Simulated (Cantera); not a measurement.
Charge: 1 mol CuO, 1.3 mol C, 7.2 mol N2, 1.1 mol CH4, 0.15 mol H2, at 1330 Pa.

Cantera equilibrium calculation (NASA polynomials, part measured and part estimated; ideal gas, pure solids and liquids). Candidate condensed phases: C, C6H6, C7H8, C8H18, Cu, CuO, Cu(OH)2, Cu2O, H2O; 139 gas species. Kinetics and transport are ignored.

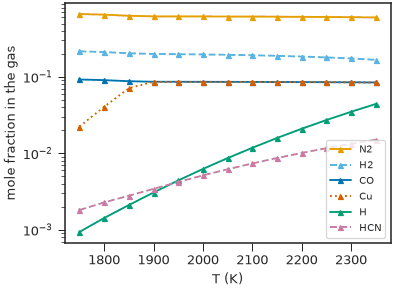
Figure. Equilibrium gas composition (values under 1e-9 drawn at 1e-9)

From 1750 K to 1850 K the condensed part is C(graphite) + Cu(l). From 1900 K to 2350 K the condensed part is C(graphite). The main Cu-bearing gas is Cu throughout.
